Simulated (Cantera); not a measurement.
Charge: 1 mol TiO₂, 11 mol H₂, held at 1.00 bar.

Cantera equilibrium calculation (NASA polynomials, part measured and part estimated; ideal gas, pure solids and liquids). Candidate condensed phases: H₂O, Ti, TiO, TiO₂, Ti₂O₃, Ti₃O₅, Ti₄O₇; 12 gas species. Mutual solubility and eutectic melting of coexisting phases are not modelled. Condensed phases not in the tables: Magnéli phases beyond Ti₄O₇. Gases not in the tables: TiO(OH)₂. The numbers say what is thermodynamically allowed, not how fast it happens.

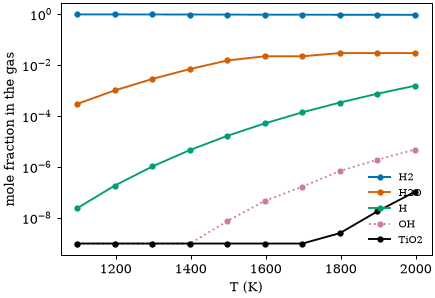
*Equilibrium gas composition (values under 1e-9 drawn at 1e-9)*

Task: Read off the mole fractions at 1798 K.

Result: H₂ about 0.97, H₂O about 0.030, H about 0.00035, OH about 7.1e-7.
